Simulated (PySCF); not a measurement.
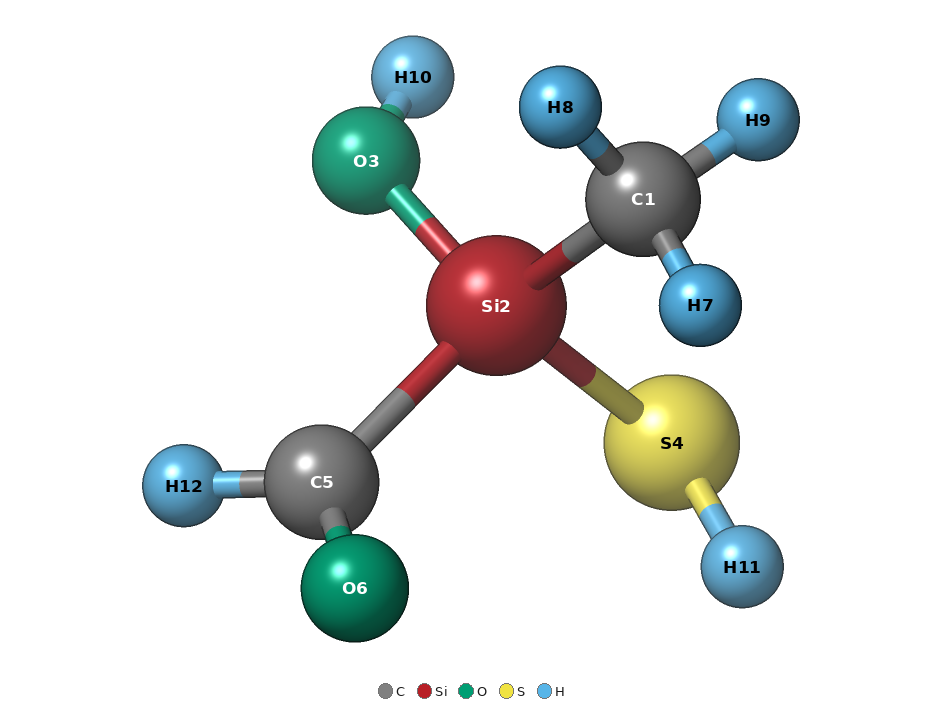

The geometry was computed by an optimisation with GFN2-xTB. No frequency run is at hand to confirm it as a minimum. Properties computed with delta-SCF UKS SCAN, pcX-2 on the ionised atom, pcseg-1 elsewhere, spin-free X2C (PySCF 2.14.0).

Give the core-electron binding energies (to vacuum; p and d levels without spin–orbit splitting) of C1 1s, Si2 1s, Si2 2p, O3 1s, S4 1s, S4 2p, C5 1s, O6 1s.

| atom | level | binding energy (eV) |
| --- | --- | --- |
| C1 | 1s | 290.4 |
| Si2 | 1s | 1847.6 |
| Si2 | 2p | 107.9 |
| O3 | 1s | 539.1 |
| S4 | 1s | 2477.1 |
| S4 | 2p | 169.7 |
| C5 | 1s | 292.9 |
| O6 | 1s | 538.1 |

The geometry is semi-empirical. Around Si such bond lengths and angles can be off by a tenth of an ångström or more and by several degrees, and values that hang on the shape move with them.
